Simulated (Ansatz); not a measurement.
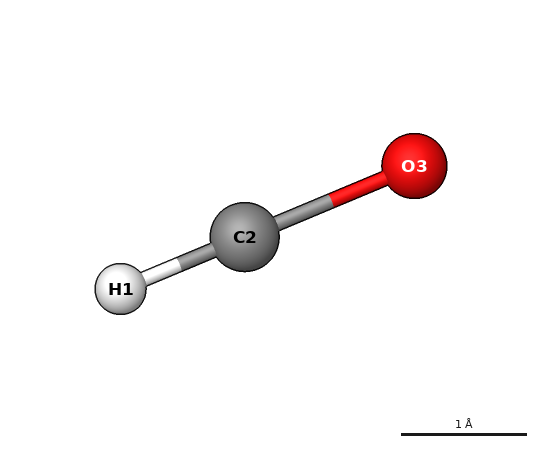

(Drawn from a calculation with Ansatz.)

Numbered structure. State: charge +1, singlet. Geometry: a fixed input geometry, not necessarily a minimum.

Q: Describe the coordination of atom 2.

A: C2 has 2 neighbours (H1 at 1.09, O3 at 1.49 Å); the arrangement is linear.
